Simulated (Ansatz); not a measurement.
F$_{2}$Li$_{2}$ (charge +1, doublet)

Input file:

```
crystal:
  periodic: [false, false, false]
  atoms:
    - {symbol: Li, position_ang: [0.745396, 1.350501, -0.282476]}
    - {symbol: Li, position_ang: [-0.745109, -1.350683, 0.282422]}
    - {symbol: F, position_ang: [0.848793, -0.455058, 0.063267]}
    - {symbol: F, position_ang: [-0.849079, 0.455241, -0.063204]}
basis:
  gaussian: {orbitals: def2-TZVP, initial_orbitals: start.molden}
total_charge: 1
magnetization: {spin_polarized: true, initial_magnetization: 1}
hamiltonian: {xc: pbe0, dispersion: d4}
output: {orbitals: {seedname: orbitals}}
```

Command:

```sh
ansatz run in.yaml --threads 4 --pin off --events-out ev --progress --plain --max-ram 3916MiB
```

Geometry: PBE0-D4/def2-TZVP.

Method: UKS PBE0-D4/def2-TZVP (Ansatz 0.2.0).

What will maps of the electron density, electron localisation function and spin density show?

Answer. Li–F (1.84 Å): ρ at the midpoint is about 0.38 e/Å³; the ELF peaks at about 0.85 in the valence shell of F, 0.6 Å from its nucleus, and is about 0.35 at the midpoint: a largely ionic contact.
The unpaired spin (1 electron) lies mostly on F4 (about 0.5) and F3 (about 0.5), in electrons by Hirshfeld's partition.

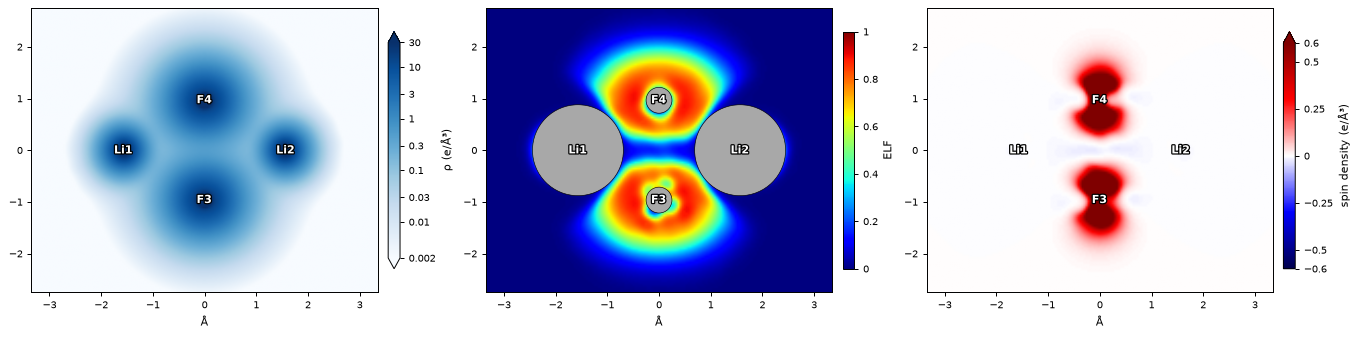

Computed electron density, electron localisation function and spin density on the molecular plane, in this order. Grey discs cover the atomic cores in the ELF map. 
